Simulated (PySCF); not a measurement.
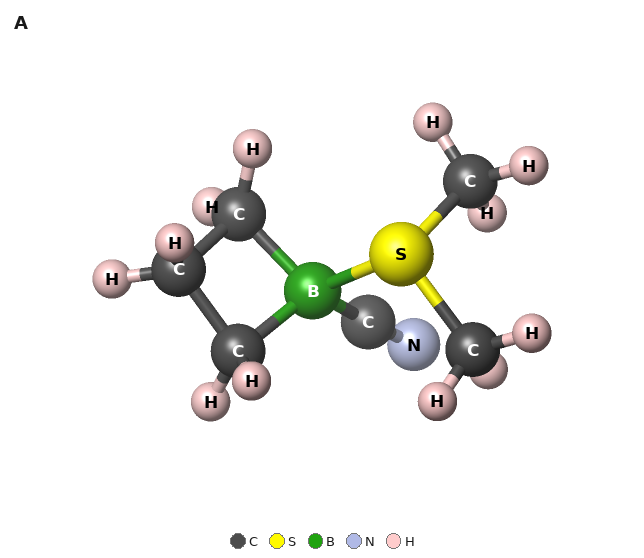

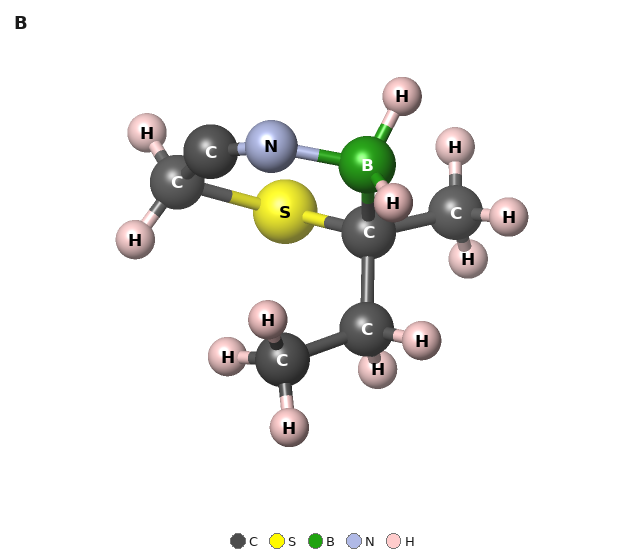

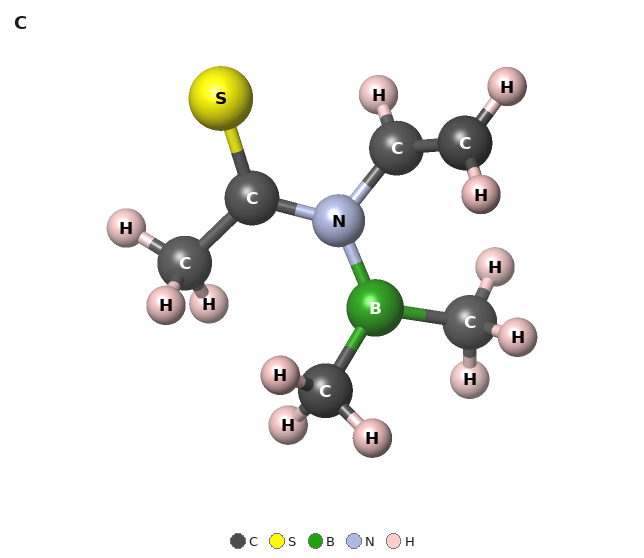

3 stationary structures of one formula. Geometries: GFN2-xTB. Electronic energies: PBE0/pcSseg-1 (PySCF 2.14.0), without zero-point energy. No frequency run is at hand to confirm each as a minimum. Each is one conformer, not always the lowest.

**Are they conformers, stereoisomers or constitutional isomers?**

They are constitutional isomers of C6H12BNS: A `C[S+](C)[B-]1(C#N)CCC1`, B `CC[C@]1(C)[BH2-][N+]#CCS1`, C `C=CN(B(C)C)C(C)=S`.

**Which structure is the most stable?**

C is lowest; A lies 74.2 kJ/mol above it, B lies 183.1 kJ/mol above it.

The geometry is semi-empirical. Around B such bond lengths and angles can be off by a tenth of an ångström or more and by several degrees, and values that hang on the shape move with them.
